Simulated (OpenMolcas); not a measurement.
# A workflow on SiH3Cl (chlorosilane)

Wanted: the energy (HF/ANO-RCC-MB), then the vertical excitations (CASSCF(14,11)/ANO-RCC-VTZP), then the vertical excitations (CASPT2(14,11)/ANO-RCC-VTZP), then the excited states (CASPT2[IPEA 0](14,11)/ANO-RCC-VTZP) of SiH3Cl (chlorosilane). 

The calculation is run with OpenMolcas 26.06.

1 further run of the same task is left out (it didn't finish).

### Step 1. Starting point

SiH3Cl: 5 atoms, total charge 0, spin state singlet. As SMILES, `[SiH3]Cl`. The shape is that of a PBE0-D4/def2-TZVP optimisation.

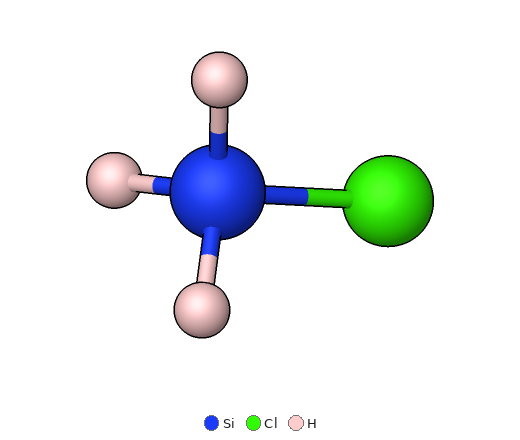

Viewed from a chosen angle; silicon blue, chlorine green, hydrogen pink.

### Step 2. The energy at HF/ANO-RCC-MB (DKH2) (run 1)

Input file step1.inp:

```
>>> EXPORT MOLCAS_PRINT=2
&GATEWAY
Coord
5
angstrom
Si      -0.112000       0.018600      -0.030900
Cl       1.838300      -0.513500       0.329900
H       -0.950900      -0.488300       1.079100
H       -0.534700      -0.585700      -1.314900
H       -0.190800       1.495400      -0.104700
Basis
ANO-RCC-MB
Group
NoSym
&SEWARD
&SCF
PrOrbitals
1 2
```

On the command line:

```bash
export MOLCAS_MEM=1860
pymolcas step1.inp > step1.log
```

Log:

```text
--- Start Module: gateway ---
[...]
--- Stop Module: gateway /rc=_RC_ALL_IS_WELL_ ---
--- Start Module: seward ---
[...]
      Basis functions           21
--- Stop Module: seward /rc=_RC_ALL_IS_WELL_ ---
[...]
--- Start Module: scf ---
[...]
       Convergence after   7 Iterations
[...]
::    Total SCF energy                               -752.1024048468
[...]
      Total spin, S                                     0.0000000000
[...]
      Total electronic charge=   34.000000
      Total            charge=   -0.000000
[...]
      Dipole Moment (debye):
      Origin of the operator (angstrom)=    0.9013   -0.2579    0.1566
                   X= -2.1752E+00               Y=  5.9353E-01               Z= -4.0243E-01           Total=  2.2904E+00
      Quadrupole Moment (debye*angstrom):
[...]
--- Stop Module: scf /rc=_RC_ALL_IS_WELL_ ---
[...]
```

Wall time 3.3 s (1 thread of AMD EPYC 7R43 (Zen 3), shared host); peak memory 0.37 GiB.

### Step 3. The excited states at CASSCF(14,11)/ANO-RCC-VTZP (DKH2, RICD fitting, 3 states averaged) (run 2)

Input file step2.input:

```
>>> EXPORT MOLCAS_PRINT=2

&GATEWAY
 Coord
 5
 angstrom
 Si      -0.112000       0.018600      -0.030900
 Cl       1.838300      -0.513500       0.329900
 H       -0.950900      -0.488300       1.079100
 H       -0.534700      -0.585700      -1.314900
 H       -0.190800       1.495400      -0.104700
 Basis
 ANO-RCC-MB
 Group
 NoSym

&SEWARD

&RASSCF
 FileOrb
 $CurrDir/step1.ScfOrb
 Spin
 1
 Nactel
 14 0 0
 Inactive
 10
 Ras2
 11
 CIRoot
 3 3 1
 OrbListing
 Nothing
>>> COPY $Project.RunFile RUNFIL1
>>> COPY $Project.RasOrb INPORB

&GATEWAY
 Coord
 5
 angstrom
 Si      -0.112000       0.018600      -0.030900
 Cl       1.838300      -0.513500       0.329900
 H       -0.950900      -0.488300       1.079100
 H       -0.534700      -0.585700      -1.314900
 H       -0.190800       1.495400      -0.104700
 Basis
 ANO-RCC-VTZP
 Group
 NoSym
 RICD

&SEWARD
>>> COPY $Project.RunFile RUNFIL2

&EXPBAS

&RASSCF
 FileOrb
 $Project.ExpOrb
 Spin
 1
 Nactel
 14 0 0
 Inactive
 10
 Ras2
 11
 CIRoot
 3 3 1
 OrbListing
 NoCore
 OrbAppear
 Compact
```

On the command line:

```bash
export MOLCAS_MEM=1860
pymolcas step2.input > step2.log
```

Log:

```text
--- Start Module: gateway ---
[...]
--- Stop Module: gateway /rc=_RC_ALL_IS_WELL_ ---
[...]
      Basis functions           21
[...]
      Number of active orbitals                 11
[...]
      Spin quantum number                      0.0
[...]
      Active orbitals                           11
[...]
      Number of CSFs                         32670
[...]
      Number of root(s) required                 3
[...]
      Convergence after  5 iterations
[...]
      printout of CI-coefficients larger than  0.05 for root  1
      energy=    -752.162397
      conf/sym  11111111111     Coeff  Weight
             1  22222220000  -0.96498 0.93119
           106  2222u22d000   0.10180 0.01036
           736  2u22222d000   0.08191 0.00671
          1156  22220222000   0.05666 0.00321
          2061  22202220020   0.05449 0.00297
          2856  22022220002   0.05451 0.00297
[...]
      Natural orbitals and occupation numbers for root  1
      sym 1:   1.999409   1.986376   1.968795   1.968791   1.975265   1.997759   1.997759   0.020857   0.033422   0.025786
               0.025782
      Natural orbitals and occupation numbers for root  2
      sym 1:   1.999702   1.994975   1.964858   1.959021   1.977411   1.998911   1.009060   1.001131   0.035688   0.031166
               0.028076
      Natural orbitals and occupation numbers for root  3
      sym 1:   1.999707   1.994969   1.959255   1.964413   1.977639   1.008137   1.998920   1.002017   0.035550   0.027810
               0.031584
[...]
::    RASSCF root number  1 Total energy:   -752.16239695
::    RASSCF root number  2 Total energy:   -751.87655278
::    RASSCF root number  3 Total energy:   -751.87655003
[...]
      Basis functions          110
[...]
--- Start Module: expbas ---
[...]
      Convergence after 18 iterations
[...]
      Natural orbitals and occupation numbers for root  1
      sym 1:   1.999707   1.991890   1.979443   1.979440   1.986392   1.996503   1.996503   0.009264   0.024012   0.018424
               0.018422
      Natural orbitals and occupation numbers for root  2
      sym 1:   1.999330   1.990960   1.996530   1.955469   1.976499   1.969223   1.018907   0.999091   0.037943   0.030900
               0.025148
      Natural orbitals and occupation numbers for root  3
      sym 1:   1.999334   1.990785   1.956619   1.996781   1.964956   1.016999   1.979659   1.000759   0.037353   0.023914
               0.032842
[...]
::    RASSCF root number  1 Total energy:   -752.31197726
::    RASSCF root number  2 Total energy:   -752.02996733
::    RASSCF root number  3 Total energy:   -752.02996202
[...]
      Total electronic charge=   34.000000
      Total            charge=   -0.000000
[...]
```

It took 94 s on 1 thread of AMD EPYC 7R43 (Zen 3), shared host; peak memory 0.37 GiB.

The roots found:

```csv
excited state,energy (eV)
1,7.674
2,7.674
```

### Step 4. The excited states at CASPT2(14,11)/ANO-RCC-VTZP (DKH2, RICD fitting, ipea shift 0.25 Eh, pt2 variant MS, 3 states averaged, sigma1 shift 0.2) (run 3)

Input file step3.input:

```
* ClH3Si CASPT2
&gateway
coord
5
angstrom
Si      -0.112000       0.018600      -0.030900
Cl       1.838300      -0.513500       0.329900
H       -0.950900      -0.488300       1.079100
H       -0.534700      -0.585700      -1.314900
H       -0.190800       1.495400      -0.104700
basis=ANO-RCC-VTZP
group=NoSym
ricd
&seward
&rasscf
fileorb=$CurrDir/step2.RasOrb
spin=1
nactel=14 0 0
inactive=10
ras2=11
ciroot=3 3 1
orblisting=NoCore
orbappear=Compact
prwf=0.2
&caspt2
multistate=all
ipea=0.25
sig1=0.2
```

On the command line:

```bash
export MOLCAS_MEM=1860
pymolcas step3.input > step3.log
```

Log:

```text
--- Start Module: gateway ---
[...]
--- Stop Module: gateway /rc=_RC_ALL_IS_WELL_ ---
[...]
      Basis functions          110
[...]
--- Start Module: rasscf ---
[...]
      Number of active orbitals                 11
[...]
      Spin quantum number                      0.0
[...]
      Active orbitals                           11
[...]
      Number of CSFs                         32670
[...]
      Number of root(s) required                 3
[...]
      Convergence after  7 iterations
[...]
      printout of CI-coefficients larger than  0.20 for root  1
      energy=    -752.311975
      conf/sym  11111111111     Coeff  Weight
             1  22222220000  -0.97798 0.95644
[...]
      Natural orbitals and occupation numbers for root  1
      sym 1:   1.999707   1.991889   1.979447   1.979444   1.986394   1.996500   1.996500   0.009266   0.024007   0.018424
               0.018422
      Natural orbitals and occupation numbers for root  2
      sym 1:   1.999329   1.990957   1.996526   1.955458   1.976493   1.969225   1.018916   0.999088   0.037948   0.030905
               0.025154
      Natural orbitals and occupation numbers for root  3
      sym 1:   1.999334   1.990781   1.956610   1.996777   1.964948   1.017006   1.979662   1.000757   0.037355   0.023917
               0.032853
[...]
::    RASSCF root number  1 Total energy:   -752.31197543
::    RASSCF root number  2 Total energy:   -752.02996829
[...]
      Total electronic charge=   34.000000
      Total            charge=   -0.000000
[...]
      Dipole Moment (debye):
      Origin of the operator (angstrom)=    0.9013   -0.2579    0.1566
                   X=  2.8303E+00               Y= -4.8768E-01               Z=  2.9872E-03           Total=  2.8720E+00
      Quadrupole Moment (debye*angstrom):
[...]
--- Stop Module: rasscf /rc=_RC_ALL_IS_WELL_ ---
[...]
--- Start Module: caspt2 ---
[...]
::    CASPT2 Root  3     Total energy:   -752.34465749
[...]
::    MS-CASPT2 Root  1     Total energy:   -752.62374252
::    MS-CASPT2 Root  2     Total energy:   -752.34465749
::    MS-CASPT2 Root  3     Total energy:   -752.34449487
[...]
--- Stop Module: caspt2 /rc=_RC_ALL_IS_WELL_ ---
[...]
```

It took 2.3 min on 1 thread of AMD EPYC 7R43 (Zen 3), shared host; peak memory 0.18 GiB.

The roots found:

```csv
excited state,energy (eV)
1,7.594
2,7.599
```

### Step 5. The excited states at CASPT2[IPEA 0](14,11)/ANO-RCC-VTZP (DKH2, RICD fitting, casscf thresholds set, ipea shift 0 Eh, pt2 variant XMS, 3 states averaged) (run 4)

Input file step4.input:

```
&GATEWAY
 COORD
 5
 angstrom
 Si      -0.112000       0.018600      -0.030900
 Cl       1.838300      -0.513500       0.329900
 H       -0.950900      -0.488300       1.079100
 H       -0.534700      -0.585700      -1.314900
 H       -0.190800       1.495400      -0.104700
 BASIS=ANO-RCC-VTZP
 GROUP=NoSym
 RICD

&SEWARD

&RASSCF
 FILEORB=$CurrDir/step2.RasOrb
 SPIN=1
 NACTEL=14 0 0
 INACTIVE=10
 RAS2=11
 CIROOT=3 3 1
 THRS=1e-06 0.01 0.001
 ORBLISTING=NoCore
 ORBAPPEAR=Compact

&CASPT2
 XMULTISTATE=all
 IPEA=0
```

On the command line:

```bash
export MOLCAS_MEM=1860
pymolcas step4.input > step4.log
```

Log:

```text
--- Start Module: gateway ---
[...]
--- Stop Module: gateway /rc=_RC_ALL_IS_WELL_ ---
[...]
      Basis functions          110
[...]
--- Start Module: rasscf ---
[...]
      Number of active orbitals                 11
[...]
      Spin quantum number                      0.0
[...]
      Active orbitals                           11
[...]
      Number of CSFs                         32670
[...]
      Number of root(s) required                 3
[...]
      Convergence after  5 iterations
[...]
      printout of CI-coefficients larger than  0.05 for root  1
      energy=    -752.311971
      conf/sym  11111111111     Coeff  Weight
             1  22222220000  -0.97798 0.95644
           106  2222u22d000   0.07019 0.00493
[...]
      Natural orbitals and occupation numbers for root  1
      sym 1:   1.999707   1.991889   1.979447   1.979445   1.986393   1.996499   1.996499   0.009268   0.024006   0.018424
               0.018422
      Natural orbitals and occupation numbers for root  2
      sym 1:   1.999329   1.990957   1.969225   1.955453   1.976490   1.996525   1.018920   0.999086   0.037952   0.030907
               0.025157
      Natural orbitals and occupation numbers for root  3
      sym 1:   1.999334   1.990781   1.956606   1.996776   1.964943   1.017009   1.979662   1.000755   0.037358   0.023918
               0.032857
[...]
::    RASSCF root number  1 Total energy:   -752.31197083
::    RASSCF root number  2 Total energy:   -752.02997059
::    RASSCF root number  3 Total energy:   -752.02996514
[...]
      Total electronic charge=   34.000000
      Total            charge=   -0.000000
[...]
      Dipole Moment (debye):
      Origin of the operator (angstrom)=    0.9013   -0.2579    0.1566
                   X=  2.8311E+00               Y= -4.8656E-01               Z=  3.7613E-03           Total=  2.8726E+00
      Quadrupole Moment (debye*angstrom):
[...]
--- Stop Module: rasscf /rc=_RC_ALL_IS_WELL_ ---
[...]
--- Start Module: caspt2 ---
[...]
      Reference weight:           0.83596
[...]
::    XMS-CASPT2 Root  1     Total energy:   -752.63155701
::    XMS-CASPT2 Root  2     Total energy:   -752.35748328
::    XMS-CASPT2 Root  3     Total energy:   -752.35747649
[...]
--- Stop Module: caspt2 /rc=_RC_ALL_IS_WELL_ ---
[...]
```

Wall time 2.3 min (1 thread of AMD EPYC 7R43 (Zen 3), shared host); peak memory 0.13 GiB.

The roots found:

| excited state | energy (eV) |
| --- | --- |
| 1 | 7.458 |
| 2 | 7.458 |

### Step 6. Results

```
                                                                                    quantity          value
                                                          run 1, HF/ANO-RCC-MB: total energy  -752.10240 Eh
                                                         run 1, HF/ANO-RCC-MB: dipole moment         2.29 D
                                                           run 1, HF/ANO-RCC-MB: HOMO energy      -12.69 eV
                                                           run 1, HF/ANO-RCC-MB: LUMO energy        3.84 eV
                                                         run 1, HF/ANO-RCC-MB: HOMO–LUMO gap       16.53 eV
                          run 2, CASSCF(14,11)/ANO-RCC-VTZP: energy of the lowest of 3 roots  -752.31198 Eh
                           run 2, CASSCF(14,11)/ANO-RCC-VTZP: dipole moment (CASSCF density)         1.65 D
        run 2, CASSCF(14,11)/ANO-RCC-VTZP: lowest excitation energy within this active space        7.67 eV
                          run 3, CASPT2(14,11)/ANO-RCC-VTZP: energy of the lowest of 3 roots  -752.62374 Eh
                           run 3, CASPT2(14,11)/ANO-RCC-VTZP: dipole moment (CASSCF density)         1.65 D
        run 3, CASPT2(14,11)/ANO-RCC-VTZP: lowest excitation energy within this active space        7.59 eV
                  run 4, CASPT2[IPEA 0](14,11)/ANO-RCC-VTZP: energy of the lowest of 3 roots  -752.63156 Eh
                   run 4, CASPT2[IPEA 0](14,11)/ANO-RCC-VTZP: dipole moment (CASSCF density)         1.65 D
run 4, CASPT2[IPEA 0](14,11)/ANO-RCC-VTZP: lowest excitation energy within this active space        7.46 eV
```

What this shows: Mulliken charges (run 1, HF/ANO-RCC-MB) run from -0.35 on Cl2 to +0.44 on Si1; they depend strongly on the basis. The orbitals (run 2, CASSCF(14,11)/ANO-RCC-VTZP) are averaged over several states, so each root lies above its own optimum (it can stand above Hartree-Fock), and forces and dipoles share that bias. The basis has no diffuse functions, so Rydberg states are missing or pushed up, and the true lowest state may lie lower. The orbitals (run 3, CASPT2(14,11)/ANO-RCC-VTZP) are averaged over several states, so each root lies above its own optimum (it can stand above Hartree-Fock), and forces and dipoles share that bias. The orbitals (run 4, CASPT2[IPEA 0](14,11)/ANO-RCC-VTZP) are averaged over several states, so each root lies above its own optimum (it can stand above Hartree-Fock), and forces and dipoles share that bias.
